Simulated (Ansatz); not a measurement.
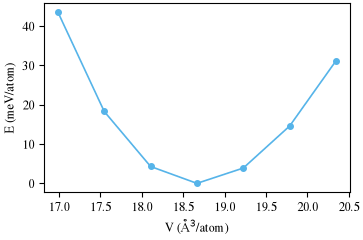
Figure. Ge (β-Sn type, space group No. 141) under volume change, r²SCAN in the plane-wave PAW code Ansatz, shape and atoms relaxed at each volume.

**Question.** What does a third-order Birch–Murnaghan fit give for V₀, B₀ and B′?

**Answer.** V₀ = 18.67 Å³/atom, B₀ = 77.3 GPa, B′ = 4.6.

Space group I4_1/amd (β-Sn type). This is a known high-pressure phase of the composition, computed here at zero pressure and temperature. The cell was relaxed with r²SCAN under the symmetry of its start; of distortions, only those at the zone centre were tested.

Potentials: the later of the program's two PAW sets.
